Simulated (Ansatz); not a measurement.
**Nudged elastic band, with input and output: WH$_{2}$BrClOF$_{4}$**

The run: nudged elastic band of WH$_{2}$BrClOF$_{4}$. Method and program: RKS PBE/def2-SVP (Ansatz 0.2.0).

It belongs to a series of runs on one base structure; here: band between the two ends.

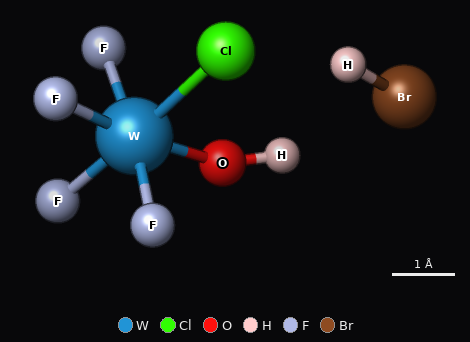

*The structure as given in the input (ball-and-stick view, seen at an oblique angle). Sticks mark near contacts.*

Bond lengths as drawn: Br–H 1.46 Å, Cl–W 2.38 Å, F–W 1.87 Å, H–O 1.00 Å and O–W 1.84 Å.

### Results in brief

```tsv
quantity	value
outcome	converged
barrier, forward	0.954 eV
barrier, backward	0.909 eV
hardware	4 threads of Arm Neoverse V2, 24 GiB of memory available, shared host
wall time	5.5 min (CPU time 21 min)
peak memory	0.29 GiB
```

### Remarks

The order of the saddle point was not checked.

### The input
```yaml
crystal:
  periodic: [false, false, false]
  atoms:
    - { symbol: W, position_ang: [-0.267196, -0.150572, -0.214123] }
    - { symbol: Cl, position_ang: [-0.261359, 0.524019, 2.065002] }
    - { symbol: O, position_ang: [1.532688, 0.224552, -0.241303] }
    - { symbol: H, position_ang: [2.336517, 0.553611, 0.252723] }
    - { symbol: F, position_ang: [-0.725964, 1.573695, -0.78145] }
    - { symbol: F, position_ang: [-2.093196, -0.449184, 0.079018] }
    - { symbol: F, position_ang: [0.018171, -1.939979, 0.25616] }
    - { symbol: F, position_ang: [-0.376563, -0.700136, -1.995575] }
    - { symbol: Br, position_ang: [3.278457, 1.347127, 2.130929] }
    - { symbol: H, position_ang: [1.871846, 1.134165, 2.475119] }
basis:
  gaussian: { orbitals: def2-SVP }
hamiltonian:
  xc: pbe
neb:
  order_check: false
  images: 5
  f_tol: 0.05
  max_iterations: 60
  final_atoms:
    - { symbol: W, position_ang: [-0.27982952, -0.13514127, -0.21307759] }
    - { symbol: Cl, position_ang: [3.26120481, 1.21833193, 1.97746057] }
    - { symbol: O, position_ang: [1.51745579, 0.22677692, -0.23409419] }
    - { symbol: H, position_ang: [2.32328166, 0.53616837, 0.27962384] }
    - { symbol: F, position_ang: [-0.73095597, 1.57873635, -0.81918915] }
    - { symbol: F, position_ang: [-2.10138779, -0.40823097, 0.13192711] }
    - { symbol: F, position_ang: [-0.00511417, -1.92282699, 0.27492898] }
    - { symbol: F, position_ang: [-0.41763907, -0.71568201, -1.98477384] }
    - { symbol: Br, position_ang: [-0.25427027, 0.62848848, 2.21871897] }
    - { symbol: H, position_ang: [2.00065552, 1.1106772, 2.3949753] }
  initial_path:
    images:
      - { positions_ang: [[-0.267196, -0.150572, -0.214123], [-0.261359, 0.524019, 2.065002], [1.532688, 0.224552, -0.241303], [2.336517, 0.553611, 0.252723], [-0.725964, 1.573695, -0.78145], [-2.093196, -0.449184, 0.079018], [0.018171, -1.939979, 0.25616], [-0.376563, -0.700136, -1.995575], [3.278457, 1.347127, 2.130929], [1.871846, 1.134165, 2.475119]] }
      - { positions_ang: [[-0.1765923, -0.11566024, -0.1356798], [-0.16139081, 0.38865885, 2.29536706], [1.66935348, 0.16160567, -0.16344253], [2.33100894, 0.06885755, 0.17645977], [-0.50886109, 1.64886914, -0.55039951], [-2.00997861, -0.34065708, 0.06894293], [0.04007582, -1.92361629, 0.21434391], [-0.25714006, -0.51889564, -1.9388312], [2.79092321, 1.58044739, 1.68065072], [1.59600241, 1.16768865, 2.37908865]] }
      - { positions_ang: [[-0.0859886, -0.08074849, -0.0572366], [-0.06142261, 0.25329869, 2.52573211], [1.80601896, 0.09865934, -0.08558206], [2.32550089, -0.4158959, 0.10019655], [-0.29175818, 1.72404328, -0.31934902], [-1.92676121, -0.23213015, 0.05886785], [0.06198064, -1.90725359, 0.17252783], [-0.13771712, -0.33765528, -1.88208739], [2.30338942, 1.81376778, 1.23037244], [1.32015882, 1.20121231, 2.2830583]] }
      - { positions_ang: [[0.00461509, -0.04583673, 0.02120661], [0.03854558, 0.11793854, 2.75609717], [1.94268444, 0.03571301, -0.0077216], [2.31999283, -0.90064934, 0.02393332], [-0.07465527, 1.79921743, -0.08829853], [-1.84354382, -0.12360323, 0.04879278], [0.08388546, -1.89089088, 0.13071174], [-0.01829418, -0.15641492, -1.82534359], [1.81585564, 2.04708817, 0.78009415], [1.04431522, 1.23473596, 2.18702794]] }
      - { positions_ang: [[-0.09019978, -0.07560491, -0.05688813], [1.11276532, 0.48473634, 2.49655164], [1.80094156, 0.09940098, -0.08317913], [2.32108911, -0.42171011, 0.10916349], [-0.29342217, 1.72572373, -0.33192874], [-1.92949181, -0.21847915, 0.07650422], [0.05421892, -1.90153625, 0.17878415], [-0.15140914, -0.34283728, -1.87848701], [1.12581367, 1.57422161, 1.25963576], [1.36309532, 1.19338304, 2.25634373]] }
      - { positions_ang: [[-0.18501465, -0.10537309, -0.13498286], [2.18698507, 0.85153413, 2.2370061], [1.65919868, 0.16308895, -0.15863666], [2.32218539, 0.05722913, 0.19439366], [-0.51218907, 1.65223004, -0.57555894], [-2.0154398, -0.31335506, 0.10421567], [0.02455238, -1.91218162, 0.22685657], [-0.28452411, -0.52925965, -1.93163042], [0.4357717, 1.10135505, 1.73917737], [1.68187542, 1.15203012, 2.32565951]] }
      - { positions_ang: [[-0.27982952, -0.13514127, -0.21307759], [3.26120481, 1.21833193, 1.97746057], [1.51745579, 0.22677692, -0.23409419], [2.32328166, 0.53616837, 0.27962384], [-0.73095597, 1.57873635, -0.81918915], [-2.10138779, -0.40823097, 0.13192711], [-0.00511417, -1.92282699, 0.27492898], [-0.41763907, -0.71568201, -1.98477384], [-0.25427027, 0.62848848, 2.21871897], [2.00065552, 1.1106772, 2.3949753]] }
```

Run as:
```bash
ansatz run input.yaml --threads 4 --pin off --max-ram 5120MiB --backend cpu --events-out ev --progress --plain --runs-dir out
```

### Output
```
Engine: ansatz 0.2.0, aarch64-unknown-linux-gnu
Functional definition: PBE
  parameter kappa = 0.804
  parameter beta = 0.06672455060314922
  exchange = pbe_x(kappa = kappa, mu = beta*pi^2/3)
  correlation = pbe_c(beta = beta)
1698 factors; their error is unknown
mean field evaluation 1: about -97285.4276 eV, gradient 9.3e1 eV
mean field evaluation 2: about -97044.0389 eV, gradient 3.2e2 eV
mean field evaluation 4: about -97298.1320 eV, gradient 3.9e1 eV
mean field evaluation 8: about -97300.8401 eV, gradient 1.3e0 eV
mean field evaluation 16: about -97300.7103 eV, gradient 2.7e-2 eV
mean field -97300.71030973 eV, -3575.7351510925 hartree, gradient 7.4e-5 eV, S^2 0.000000; 0 other end points of the search recorded, 0 dependent functions left out
the calculation of the forces begins
reference -97300.71038035 eV, -3575.7351536877 hartree; 56, 56 occupied and 106, 106 virtual orbitals, 1698 factors
1698 factors; their error is unknown
mean field evaluation 32: about -97300.7894 eV, gradient 1.6e0 eV
mean field -97300.66541210 eV, -3575.7335011348 hartree, gradient 2.0e-5 eV, S^2 0.000000; 0 other end points of the search recorded, 0 dependent functions left out
[... from here on the field's lines of each further geometry are left out, up to the last ...]
NEB iter   1: max|band force component| = 1.901e2 eV/Å  barrier→ = 53.5776 eV  barrier← = 53.5327 eV  Δτ_max = 0.1981 Å  (739 SCF iters)
NEB iter   2: max|band force component| = 5.859e1 eV/Å  barrier→ = 25.5168 eV  barrier← = 25.4719 eV  Δτ_max = 0.2000 Å  (255 SCF iters)
NEB iter   3: max|band force component| = 3.768e1 eV/Å  barrier→ = 12.7036 eV  barrier← = 12.6587 eV  Δτ_max = 0.1992 Å  (223 SCF iters)
NEB iter   4: max|band force component| = 1.925e1 eV/Å  barrier→ = 6.0626 eV  barrier← = 6.0177 eV  Δτ_max = 0.1993 Å  (214 SCF iters)
NEB iter   5: max|band force component| = 9.067e0 eV/Å  barrier→ = 3.1893 eV  barrier← = 3.1444 eV  Δτ_max = 0.1966 Å  (207 SCF iters)
NEB iter   6: max|band force component| = 3.846e0 eV/Å  barrier→ = 2.0219 eV  barrier← = 1.9770 eV  Δτ_max = 0.2000 Å  (200 SCF iters)
NEB iter   7: max|band force component| = 1.486e0 eV/Å  barrier→ = 1.3568 eV  barrier← = 1.3119 eV  Δτ_max = 0.2000 Å  (194 SCF iters)
NEB iter   8: max|band force component| = 1.292e0 eV/Å  barrier→ = 1.2442 eV  barrier← = 1.1993 eV  Δτ_max = 0.1037 Å  (189 SCF iters)
NEB iter   9: max|band force component| = 7.743e-1 eV/Å  barrier→ = 1.1767 eV  barrier← = 1.1318 eV  Δτ_max = 0.2000 Å  (183 SCF iters)
NEB iter  10: max|band force component| = 6.272e-1 eV/Å  barrier→ = 1.0983 eV  barrier← = 1.0534 eV  Δτ_max = 0.2000 Å  (184 SCF iters)
NEB iter  11: max|band force component| = 1.458e0 eV/Å  barrier→ = 1.0485 eV  barrier← = 1.0036 eV  Δτ_max = 0.1001 Å  (185 SCF iters)
NEB iter  12: max|band force component| = 4.829e-1 eV/Å  barrier→ = 1.0214 eV  barrier← = 0.9765 eV  CI = image 3  Δτ_max = 0.1966 Å  (178 SCF iters)
NEB iter  13: max|band force component| = 4.599e-1 eV/Å  barrier→ = 0.9877 eV  barrier← = 0.9428 eV  CI = image 3  Δτ_max = 0.2000 Å  (179 SCF iters)
NEB iter  14: max|band force component| = 1.657e0 eV/Å  barrier→ = 0.9738 eV  barrier← = 0.9289 eV  CI = image 3  Δτ_max = 0.1013 Å  (177 SCF iters)
NEB iter  15: max|band force component| = 4.740e-1 eV/Å  barrier→ = 0.9637 eV  barrier← = 0.9188 eV  CI = image 3  Δτ_max = 0.0921 Å  (170 SCF iters)
NEB iter  16: max|band force component| = 1.681e-1 eV/Å  barrier→ = 0.9588 eV  barrier← = 0.9139 eV  CI = image 3  Δτ_max = 0.1505 Å  (167 SCF iters)
NEB iter  17: max|band force component| = 2.868e-1 eV/Å  barrier→ = 0.9566 eV  barrier← = 0.9117 eV  CI = image 3  Δτ_max = 0.0763 Å  (170 SCF iters)
NEB iter  18: max|band force component| = 5.132e-2 eV/Å  barrier→ = 0.9550 eV  barrier← = 0.9101 eV  CI = image 3  Δτ_max = 0.0460 Å  (165 SCF iters)
NEB iter  19: max|band force component| = 9.903e-2 eV/Å  barrier→ = 0.9543 eV  barrier← = 0.9094 eV  CI = image 3  Δτ_max = 0.0230 Å  (162 SCF iters)
NEB iter  20: max|band force component| = 6.984e-2 eV/Å  barrier→ = 0.9538 eV  barrier← = 0.9089 eV  CI = image 3  Δτ_max = 0.0230 Å  (164 SCF iters)
NEB iter  21: max|band force component| = 3.500e-2 eV/Å  barrier→ = 0.9537 eV  barrier← = 0.9088 eV  CI = image 3  Δτ_max = 0.0230 Å  (311 SCF iters)
NEB iter  22: max|band force component| = 5.519e-2 eV/Å  barrier→ = 0.9540 eV  barrier← = 0.9091 eV  CI = image 3  Δτ_max = 0.0296 Å  (32 SCF iters)
the calculation of the forces begins
reference -97300.58971290 eV, -3575.7307192406 hartree; 56, 56 occupied and 106, 106 virtual orbitals, 1698 factors
1698 factors; their error is unknown
mean field evaluation 1280: about -97299.8660 eV, gradient 2.9e0 eV
mean field -97299.75594406 eV, -3575.7000788007 hartree, gradient 1.4e-5 eV, S^2 0.000000; 1 other end points of the search recorded, 0 dependent functions left out
the calculation of the forces begins
reference -97299.75601208 eV, -3575.7000813006 hartree; 56, 56 occupied and 106, 106 virtual orbitals, 1698 factors
NEB iter  23: max|band force component| = 4.206e-2 eV/Å  barrier→ = 0.9544 eV  barrier← = 0.9095 eV  CI = image 3  Δτ_max = 0.0000 Å  (350 SCF iters)
```

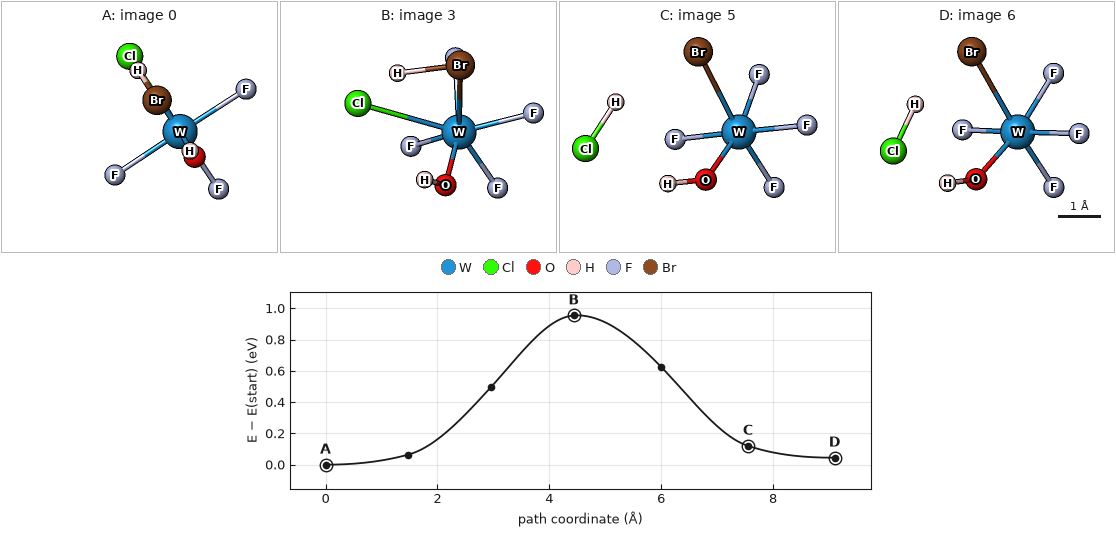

*Images of the last band (counted from 0; ball-and-stick, seen at a tilt) above the energy along the path; the line is a cubic interpolation that uses the forces.*

The highest image is number 3, 0.954 eV above the start and 0.909 eV above the end (the climbing image); the end lies 0.045 eV above the start. The path is 9.11 Å long. The band converged in 23 iterations.

```
Total energy: -97299.75601208 eV, -3575.7000813006 hartree
Atom 0 at     0.088585    -0.002075    -0.152852 Å, force    -0.007349     0.005614     0.047031 eV/Å
Atom 1 at     0.643408    -0.664739     2.337619 Å, force    -0.007469    -0.009682    -0.012807 eV/Å
Atom 2 at     1.927298    -0.269382    -0.232936 Å, force     0.039118     0.001073     0.014600 eV/Å
Atom 3 at     2.582418    -0.066372     0.467160 Å, force    -0.017578    -0.002888    -0.014134 eV/Å
Atom 4 at    -0.078597     1.557636    -1.171252 Å, force     0.003615     0.024749    -0.004482 eV/Å
Atom 5 at    -1.396565     0.690495     0.736965 Å, force    -0.018723    -0.009983     0.001810 eV/Å
Atom 6 at    -0.736170    -1.656390     0.135067 Å, force     0.002722    -0.016040     0.003007 eV/Å
Atom 7 at     0.000959    -0.707257    -1.885587 Å, force    -0.002152     0.000433    -0.009878 eV/Å
Atom 8 at     1.233039     2.288271     1.452149 Å, force     0.017889    -0.016396    -0.008945 eV/Å
Atom 9 at     1.049027     0.947111     2.340166 Å, force    -0.010072     0.023121    -0.016203 eV/Å
Dipole moment:     0.512117     0.035292     0.172970 e Å
this run last wrote the band of iteration 23 to [file]; this run last wrote the band within `neb.f_tol` of iteration 21 to [file]
```

### The last band as extended XYZ (Å, eV, eV/Å)
```
10
Properties=species:S:1:pos:R:3:forces:R:3 image=0 energy=-97300.71031
W    -0.2672   -0.1506   -0.2141    0.0102   0.0062   0.0112
Cl   -0.2614    0.5240    2.0650   -0.0044  -0.0028  -0.0084
O     1.5327    0.2246   -0.2413   -0.0142  -0.0059  -0.0104
H     2.3365    0.5536    0.2527    0.0022   0.0020   0.0037
F    -0.7260    1.5737   -0.7814    0.0007   0.0012  -0.0008
F    -2.0932   -0.4492    0.0790    0.0026   0.0002   0.0004
F     0.0182   -1.9400    0.2562    0.0022  -0.0004   0.0007
F    -0.3766   -0.7001   -1.9956    0.0014   0.0013   0.0042
Br    3.2785    1.3471    2.1309   -0.0010  -0.0011  -0.0003
H     1.8718    1.1342    2.4751    0.0003  -0.0007  -0.0003
10
Properties=species:S:1:pos:R:3:forces:R:3 image=1 energy=-97300.64576
W    -0.1938   -0.2661   -0.1459   -0.0130   0.0015  -0.0118
Cl   -0.1056   -0.0204    2.2092   -0.0360   0.0345   0.0034
O     1.6528   -0.2046   -0.1469   -0.0108   0.0060   0.0110
H     2.3842    0.3410    0.2516   -0.0098   0.0261   0.0014
F    -0.2234    1.5875   -0.4355   -0.0199   0.0003   0.0179
F    -2.0450   -0.1047    0.0899   -0.0240  -0.0380  -0.0346
F    -0.3079   -2.1213    0.0331    0.0306  -0.0098   0.0062
F    -0.3796   -0.5271   -1.9866   -0.0043   0.0027   0.0002
Br    2.8720    2.0240    1.8138    0.0707  -0.0260   0.0048
H     1.6597    1.4091    2.3439    0.0166   0.0028   0.0016
10
Properties=species:S:1:pos:R:3:forces:R:3 image=2 energy=-97300.21310
W    -0.0693   -0.2495   -0.1382   -0.0582  -0.0639  -0.0171
Cl    0.3055   -0.4616    2.2264   -0.1143   0.0303  -0.0237
O     1.7814   -0.3701   -0.2097   -0.0332  -0.0151   0.0217
H     2.4883    0.0776    0.3093   -0.0334   0.0494  -0.0334
F     0.0571    1.5339   -0.6983    0.0387  -0.0260   0.1318
F    -1.7274    0.3622    0.4589   -0.1069  -0.1211  -0.0986
F    -0.6694   -2.0129   -0.0001    0.0385  -0.1169  -0.0593
F    -0.2698   -0.6466   -1.9541   -0.0575   0.0126  -0.0223
Br    2.0936    2.4842    1.7139    0.2671   0.1036   0.0970
H     1.3233    1.4001    2.3185    0.0592   0.1471   0.0040
10
Properties=species:S:1:pos:R:3:forces:R:3 image=3 energy=-97299.75594
W     0.0886   -0.0021   -0.1529   -0.0073   0.0056   0.0470
Cl    0.6434   -0.6647    2.3376   -0.0075  -0.0097  -0.0128
O     1.9273   -0.2694   -0.2329    0.0391   0.0011   0.0146
H     2.5824   -0.0664    0.4672   -0.0176  -0.0029  -0.0141
F    -0.0786    1.5576   -1.1713    0.0036   0.0247  -0.0045
F    -1.3966    0.6905    0.7370   -0.0187  -0.0100   0.0018
F    -0.7362   -1.6564    0.1351    0.0027  -0.0160   0.0030
F     0.0010   -0.7073   -1.8856   -0.0022   0.0004  -0.0099
Br    1.2330    2.2883    1.4521    0.0179  -0.0164  -0.0089
H     1.0490    0.9471    2.3402   -0.0101   0.0231  -0.0162
10
Properties=species:S:1:pos:R:3:forces:R:3 image=4 energy=-97300.08323
W    -0.0289    0.1674   -0.3254   -0.0353   0.1036  -0.0736
Cl    1.8246   -0.5989    2.8243    0.2087   0.0291   0.1134
O     1.8226    0.0740   -0.3291   -0.0376   0.0084   0.0200
H     2.4472    0.1458    0.4297   -0.0289  -0.0805   0.0521
F    -0.5217    1.5490   -1.4817   -0.0010   0.0401  -0.1121
F    -1.6848    0.3333    0.5154   -0.0820   0.0191  -0.1134
F    -0.1426   -1.5354    0.4408    0.0523   0.0987   0.0881
F    -0.1290   -0.7647   -1.9451   -0.0423  -0.0003  -0.0269
Br    0.4699    2.1617    1.2803   -0.1031  -0.0962  -0.0447
H     1.2561    0.5852    2.6174    0.0692  -0.1220   0.0971
10
Properties=species:S:1:pos:R:3:forces:R:3 image=5 energy=-97300.58965
W    -0.2097    0.0843   -0.2904   -0.0088   0.0056  -0.0065
Cl    2.9533    0.1287    2.3779    0.0494   0.0462  -0.0227
O     1.5983    0.4507   -0.3228   -0.0133  -0.0113   0.0189
H     2.3516    0.4199    0.3333    0.0039  -0.0210   0.0102
F    -0.7262    1.5617   -1.3095    0.0342   0.0248  -0.0082
F    -1.9966   -0.2920    0.1268   -0.0362   0.0023  -0.0594
F     0.1680   -1.5097    0.6245   -0.0188   0.0100   0.0254
F    -0.2691   -0.8877   -1.8871   -0.0106  -0.0109   0.0068
Br   -0.3108    1.4919    1.8227   -0.0337  -0.0511   0.0331
H     1.7544    0.6695    2.5511    0.0339   0.0055   0.0025
10
Properties=species:S:1:pos:R:3:forces:R:3 image=6 energy=-97300.66541
W    -0.2798   -0.1351   -0.2131   -0.0046  -0.0041   0.0144
Cl    3.2612    1.2183    1.9775   -0.0070   0.0022   0.0036
O     1.5175    0.2268   -0.2341    0.0231   0.0083   0.0017
H     2.3233    0.5362    0.2796   -0.0209  -0.0066  -0.0082
F    -0.7310    1.5787   -0.8192    0.0045  -0.0173   0.0106
F    -2.1014   -0.4082    0.1319    0.0087   0.0036  -0.0054
F    -0.0051   -1.9228    0.2749   -0.0060   0.0177  -0.0081
F    -0.4176   -0.7157   -1.9848   -0.0002  -0.0002   0.0078
Br   -0.2543    0.6285    2.2187   -0.0039  -0.0011  -0.0089
H     2.0007    1.1107    2.3950    0.0064  -0.0024  -0.0076
```
